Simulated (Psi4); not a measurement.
# MP2/DZVP run of BH3O (SMILES [H]B([H])O)

What is the adiabatic ionisation energy of BH3O at MP2/DZVP? 

The results are computed with Psi4 1.11.

9 further runs of the same task are left out: 1 that didn't finish, 8 set aside as unsound or not needed.

### Step 1. The structure to begin with

BH3O: 5 atoms, total charge 0, spin state singlet. As SMILES, `[H]B([H])O`. The coordinates come from a GFN2-xTB relaxation. The run starts from this shape.

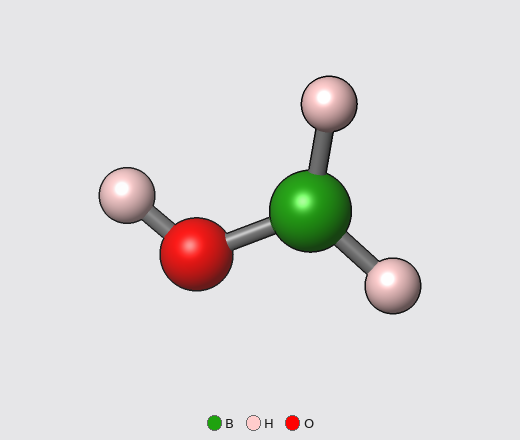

Viewed from a chosen angle; boron green, hydrogen pink, oxygen red.

### Step 2. A geometry optimisation at MP2/DZVP

Input file input.in:

```
memory 1.6 GB

molecule molecule1 {
  0 1
  B      0.51205909     0.57160436    -0.20503528
  H      2.65232510     0.73706878    -0.74759455
  H     -0.81808134     2.36472768    -0.15250090
  O     -0.30126014    -1.73609139     0.32973831
  H     -2.04506161    -1.93730943     0.77539242
  units au
}

set {
  basis        DZVP
  reference    rhf
  scf_type     pk
  mp2_type     conv
  geom_maxiter 50
}

result, w = optimize('mp2', return_wfn=True)
```

Launch:

```bash
$ psi4 -i input.in -o input.out -n 1
```

input.out:

```text
[...]
  Running in c1 symmetry.
[...]
  Nuclear repulsion =   30.808510956533365
[...]
  Multiplicity = 1
[...]
  Nalpha       = 8
  Nbeta        = 8
[...]
    Number of basis functions: 34
[...]
   @RHF iter   1:  -101.25857090261468   -7.65732e-01   1.11390e-02 DIIS/ADIIS
[...]
	SCS-MP2 Total Energy (a.u.)        :  -101.57364108104889
	SOS-MP2 Total Energy (a.u.)        :  -101.55286764860008
[...]
   @RHF iter   9:  -101.32299655155029    0.00000e+00   9.12361e-11 DIIS
[...]
    Orbital Energies [Eh]
    ---------------------
    Doubly Occupied:
       1A    -20.564333     2A     -7.638899     3A     -1.369889
       4A     -0.765202     5A     -0.652536     6A     -0.575220
       7A     -0.540414     8A     -0.469409
[...]
  @RHF Final Energy:  -101.32299655155029
   => Energetics <=
    Nuclear Repulsion Energy =             30.0481268535228381
    One-Electron Energy =                -197.5904421200297634
    Two-Electron Energy =                  66.2193187149566427
    Total Energy =                       -101.3229965515502897
[...]
 Multipole Moments:
 ------------------------------------------------------------------------------------
     Multipole            Electronic (a.u.)      Nuclear  (a.u.)        Total (a.u.)
 ------------------------------------------------------------------------------------
 L = 1.  Multiply by 2.5417464519 to convert [e a0] to [Debye]
 Dipole X            :         -0.1955479           -0.4349530           -0.6305009
 Dipole Y            :         -0.8121640            1.0407811            0.2286171
 Dipole Z            :          0.1665221           -0.0488532            0.1176689
 Magnitude           :                                                    0.6809134
[...]
	SOS-MP2 Total Energy (a.u.)        :  -101.55587146594173
	SCSN-MP2 Total Energy (a.u.)       :  -101.43359943842970
[...]
	SOS-PI-MP2 Total Energy (a.u.)     :  -101.59468395167364
[...]
	MP2 Total Energy (a.u.)            :  -101.57990152957312
[...]
    Final optimized geometry and variables:
    Molecular point group: c1
    Full point group: C1
    Geometry (in Bohr), charge = 0, multiplicity = 1:
    B            0.506145499467     1.288347686248    -0.311705262773
    H            2.688028371644     1.485673427204    -0.864760960648
    H           -0.934033173994     3.044144896377    -0.224559398499
    O           -0.325683426553    -1.101896965826     0.240808915243
    H           -2.114208278186    -1.115599892652     0.672522199432
    Psi4 run time: 0:00:04.01
[...]
```

On the terminal:

```text
Optimizer: Optimization complete!
```

Wall time 5.4 s (1 thread of INTEL XEON PLATINUM 8581C at 2.30GHz (Emerald Rapids), shared host); peak memory 0.23 GiB.

Steps, from the record of the run:

```
step  energy from the first frame kept (eV)  largest force (eV/Å)
   0                                 0.0000                2.1327
   1                                -0.0772                0.5318
   2                                -0.0809                0.2892
   3                                -0.0765                0.3927
   4                                -0.0839                0.0272
   5                                -0.0839                0.0081
```

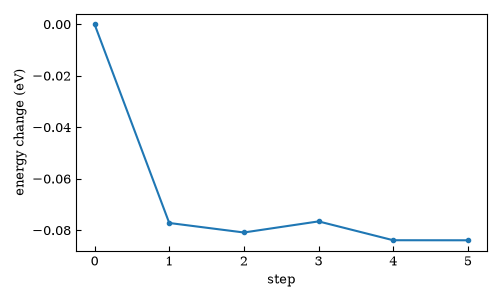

Energy along the run.

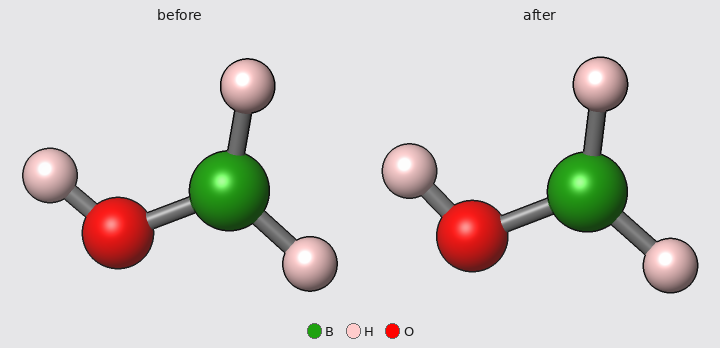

Before and after, at one scale.

After the run. Bond lengths: B1–O4 1.371 Å, B1–H2 1.196 Å, B1–H3 1.203 Å, O4–H5 0.974 Å. Angles: B1–O4–H5 111.7°, H2–B1–O4 116.3°, H3–B1–O4 120.1°, H2–B1–H3 123.6°.

### Step 3. The doublet cation, same level

Input file input.inp:

```
memory 1.6 GB

molecule molecule1 {
  1 2
  B      0.51205909     0.57160436    -0.20503528
  H      2.65232510     0.73706878    -0.74759455
  H     -0.81808134     2.36472768    -0.15250090
  O     -0.30126014    -1.73609139     0.32973831
  H     -2.04506161    -1.93730943     0.77539242
  units au
}

set basis DZVP
set reference uhf
set scf_type pk
set mp2_type conv
set geom_maxiter 50

e, wfn = opt("mp2", return_wfn=True)
```

Launch:

```bash
$ psi4 -i input.inp -o input.out -n 1
```

input.out:

```text
[...]
  Running in c1 symmetry.
[...]
  Nuclear repulsion =   30.808510956533365
[...]
  Multiplicity = 2
[...]
  Nalpha       = 8
  Nbeta        = 7
[...]
    Number of basis functions: 34
[...]
   @UHF iter   1:  -100.82632855054976   -3.33490e-01   1.02414e-02 DIIS/ADIIS
[...]
	SCS-MP2 Total Energy (a.u.)        :  -101.14176239011877
	SOS-MP2 Total Energy (a.u.)        :  -101.11991298051954
[...]
   @UHF iter  15:  -100.92740310306071    8.52651e-14   3.57853e-11 DIIS
[...]
   @S^2 Observed:                7.694457746E-01
[...]
    Orbital Energies [Eh]
    ---------------------
    Alpha Occupied:
       1A    -20.873041     2A     -7.994197     3A     -1.690488
       4A     -1.119531     5A     -1.010424     6A     -0.925574
       7A     -0.855050     8A     -0.780829
    Alpha Virtual:
       9A     -0.143526    10A     -0.062287    11A     -0.003955
      12A      0.019529    13A      0.063271    14A      0.108446
      15A      0.125321    16A      0.153871    17A      0.427206
      18A      0.507035    19A      0.581501    20A      0.663136
      21A      0.682099    22A      0.743744    23A      0.752529
      24A      0.861132    25A      0.938469    26A      1.099134
[...]
  @UHF Final Energy:  -100.92740310306071
   => Energetics <=
    Nuclear Repulsion Energy =             30.5831892216147025
    One-Electron Energy =                -193.5585378532612708
    Two-Electron Energy =                  62.0479455285858563
    Total Energy =                       -100.9274031030607119
  UHF NO Occupations:
  HONO-2 :    6  A 1.9982055
  HONO-1 :    7  A 1.9922012
[...]
 Multipole Moments:
 ------------------------------------------------------------------------------------
     Multipole            Electronic (a.u.)      Nuclear  (a.u.)        Total (a.u.)
 ------------------------------------------------------------------------------------
 L = 1.  Multiply by 2.5417464519 to convert [e a0] to [Debye]
 Dipole X            :         -0.0532826           -0.1324023           -0.1856849
 Dipole Y            :         -0.0926450            1.2344291            1.1417841
 Dipole Z            :          0.0265552           -0.1498232           -0.1232680
 Magnitude           :                                                    1.1633335
[...]
	SOS-MP2 Total Energy (a.u.)        :  -101.14701933125694
	SCSN-MP2 Total Energy (a.u.)       :  -101.03793748658488
[...]
	SOS-PI-MP2 Total Energy (a.u.)     :  -101.18362203595630
[...]
	MP2 Total Energy (a.u.)            :  -101.17322025355993
[...]
    Final optimized geometry and variables:
    Molecular point group: c1
    Full point group: C1
    Geometry (in Bohr), charge = 1, multiplicity = 2:
    B            0.585670343321     1.114316268125    -0.304847308254
    H            2.726047886679     1.864300322511    -0.929601922343
    H           -0.300962372812     3.413073628564    -0.430640409193
    O           -0.423977030818    -0.995517466221     0.248475901841
    H           -2.094023327474    -1.650386434204     0.746848428364
    Psi4 run time: 0:00:10.09
[...]
```

On the terminal:

```text
Optimizer: Optimization complete!
```

Run time: 11 s. Hardware: 1 thread of INTEL XEON PLATINUM 8581C at 2.30GHz (Emerald Rapids), shared host; peak memory 0.24 GiB.

Steps, from the record of the run:

```
step  energy from the first frame kept (eV)  largest force (eV/Å)
   0                                 0.0000                4.8997
   1                                -0.4711                2.2726
   2                                -0.6127                0.7457
   3                                -0.6670                0.2457
   4                                -0.6786                0.1084
   5                                -0.6799                0.1002
   6                                -0.6815                0.0813
   7                                -0.6825                0.0448
   8                                -0.6826                0.0311
   9                                -0.6827                0.0258
  10                                -0.6829                0.0221
  11                                -0.6829                0.0105
  12                                -0.6829                0.0039
```

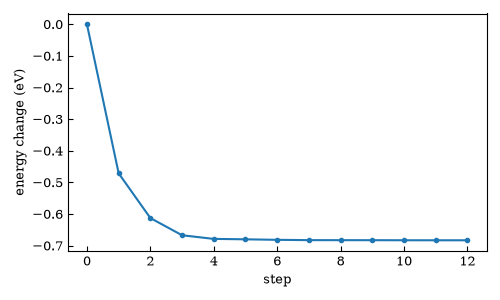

Energy along the run.

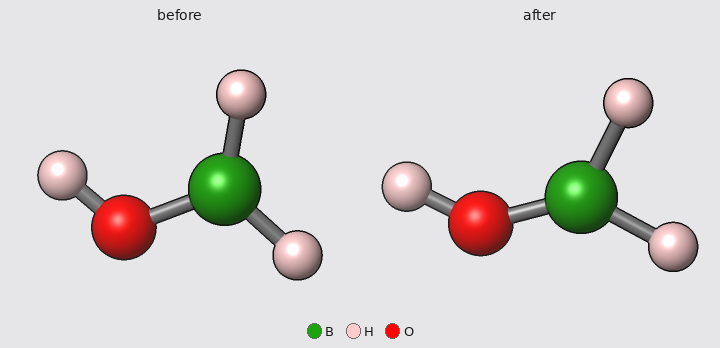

Before and after, at one scale.

After the run. Bond lengths: B1–O4 1.272 Å, B1–H2 1.245 Å, B1–H3 1.305 Å, O4–H5 0.985 Å. Angles: B1–O4–H5 138.3°, H2–B1–O4 136.3°, H3–B1–O4 132.7°, H2–B1–H3 90.9°.

### Step 4. Summary of results

At MP2/DZVP:

| quantity | value |
| --- | --- |
| singlet BH3O: total energy at the end | -101.57990 Eh |
| singlet BH3O: HOMO energy (Hartree–Fock orbitals) | -12.77 eV |
| singlet BH3O: LUMO energy (Hartree–Fock orbitals) | 2.83 eV |
| singlet BH3O: HOMO–LUMO gap (Hartree–Fock orbitals) | 15.60 eV |
| singlet BH3O: correlation energy | -256.9 mEh |
| doublet cation: total energy at the end | -101.17322 Eh |
| doublet cation: HOMO energy (Hartree–Fock orbitals) (highest over α and β) | -21.25 eV |
| doublet cation: LUMO energy (Hartree–Fock orbitals) (lowest over α and β) | -8.74 eV |
| doublet cation: correlation energy | -245.8 mEh |
| doublet cation: ⟨S²⟩ of the reference determinant | 0.769 |
| adiabatic ionisation energy (to the doublet cation, no zero-point term) | 11.066 eV |

What this shows: The adiabatic ionisation energy (to the doublet cation, no zero-point term) is 11.07 eV (255 kcal/mol). The optimisation (singlet BH3O) took 6 steps and changed the energy by -0.084 eV. The optimisation (doublet cation) took 13 steps and changed the energy by -0.683 eV.
